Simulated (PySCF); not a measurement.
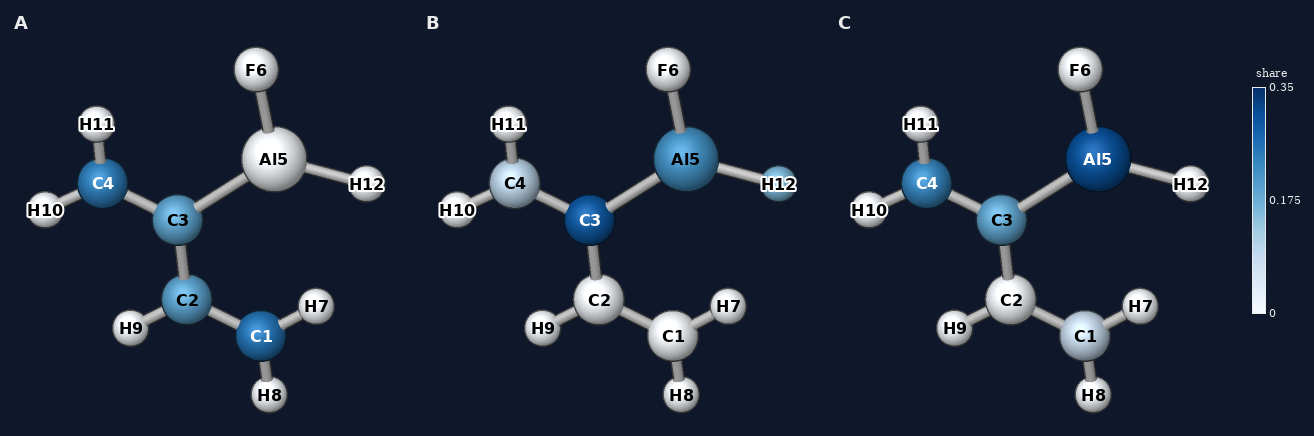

Each panel colours the atoms by their Löwdin share in one orbital (up to four of the largest shares; other atoms are shown as zero). The geometry was computed by an optimisation with GFN2-xTB. No frequency run is at hand to confirm it as a minimum. Computed with PBE0/def2-SVPD (PySCF 2.14.0).

Question: The panels show the HOMO−1, HOMO, LUMO, in some order. Which is which?

Answer: A: HOMO, −7.12 eV; C1 0.26, C4 0.25, C2 0.19, C3 0.19
B: HOMO−1, −8.20 eV; C3 0.29, Al5 0.22, H12 0.16, C4 0.10
C: LUMO, −1.46 eV; Al5 0.30, C4 0.23, C3 0.18, C1 0.08

The geometry is semi-empirical. Around Al such bond lengths and angles can be off by a tenth of an ångström or more and by several degrees, and values that hang on the shape move with them.
